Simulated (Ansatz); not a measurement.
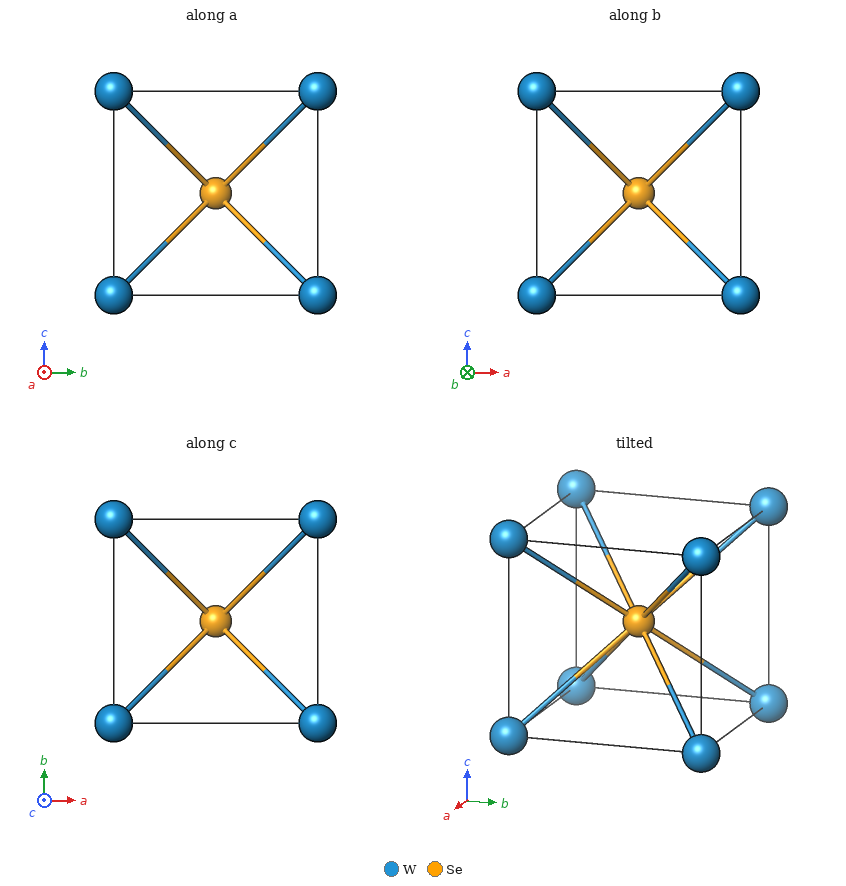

View along the a axis, along the b axis, along the c axis and slightly off an axis, drawn as a ball-and-stick model. The outline marks the conventional unit cell.

Lattice parameters: a = 3.7377 Å, b = 3.7377 Å, c = 3.7377 Å, α = 90.000°, β = 90.000°, γ = 90.000°.

Question: Convert the drawing into a CIF with its space group and independent sites.

Answer:
```cif
data_structure
_symmetry_space_group_name_H-M 'P m -3 m'
_symmetry_Int_Tables_number 221
_cell_length_a 3.7377
_cell_length_b 3.7377
_cell_length_c 3.7377
_cell_angle_alpha 90.000
_cell_angle_beta 90.000
_cell_angle_gamma 90.000
_cell_volume 52.22
loop_
_atom_site_label
_atom_site_type_symbol
_atom_site_symmetry_multiplicity
_atom_site_Wyckoff_symbol
_atom_site_fract_x
_atom_site_fract_y
_atom_site_fract_z
_atom_site_occupancy
W1 W 1 a 0.0000 0.0000 0.0000 1
Se1 Se 1 b 0.5000 0.5000 0.5000 1
```

Its origin is a structure type filled with these elements by a generator (whether the compound takes this form wasn't checked). Earlier steps of the study, as a rule a relaxation of our own, may have changed the cell and positions, so they can lie some per cent off the listed ones. It was set up as input for a calculation with Ansatz.
